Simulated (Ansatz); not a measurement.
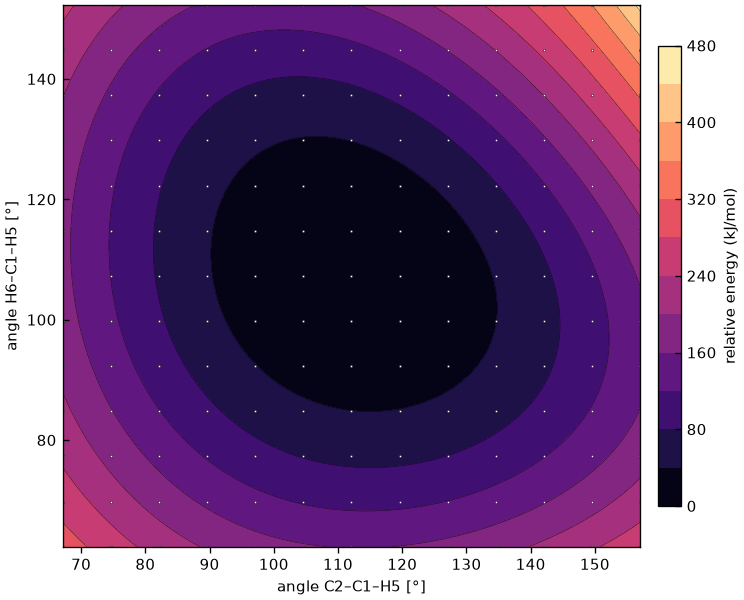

C₂H₄F, SMILES C[CH]F, spin multiplicity 2. 
- Coordinates scanned: (1) angle C2–C1–H5; (2) angle H6–C1–H5.
- Nothing is relaxed (all other coordinates rigid).
- Grid: 13 × 13 points.
- Points are written as (first, second).
- Energies: kJ/mol, counted from the lowest grid point.
- Level of theory: UKS PBE0-D4/def2-TZVP in Ansatz.

In the figure: filled contours, dots at the grid points. Between grid points the surface is interpolated.

The lowest grid point is at (112.1°, 107.3°). It is the only kind of minimum in the scanned range. The highest grid point, (157.1°, 152.3°), lies 452 kJ/mol above the lowest. Round the minimum the valley is somewhat tilted: raising angle C2–C1–H5 shifts the best value of angle H6–C1–H5 downwards (coupling k₁₂/√(k₁₁k₂₂) about 0.2).

The level of theory is changed to Ansatz, UHF/def2-TZVP; with it change the reference geometry, relaxed at the new level; the new grid has 15 × 15 points, laid about the new relaxed structure.

Q: What will the new map look like?

A: The minimum (interpolated where it lies between grid points) moves from (112.1°, 107.3°) to (111.3°, 108.0°). The curvature at the minimum changes from about 5.7 to 6.7 eV/rad² along angle C2–C1–H5 and from about 5.5 to 6.3 eV/rad² along angle H6–C1–H5.

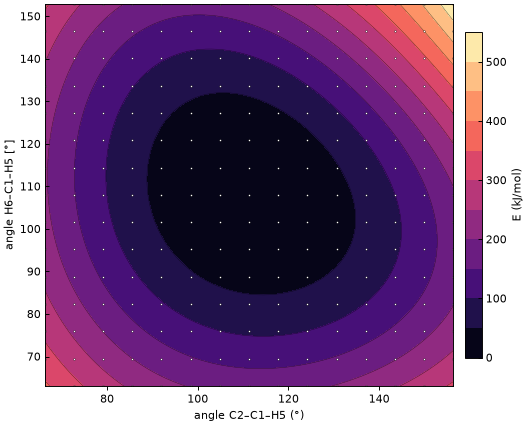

The map after the change, on a colour scale of its own. The picture shows filled contours, dots at the grid points. Between grid points the surface is interpolated.
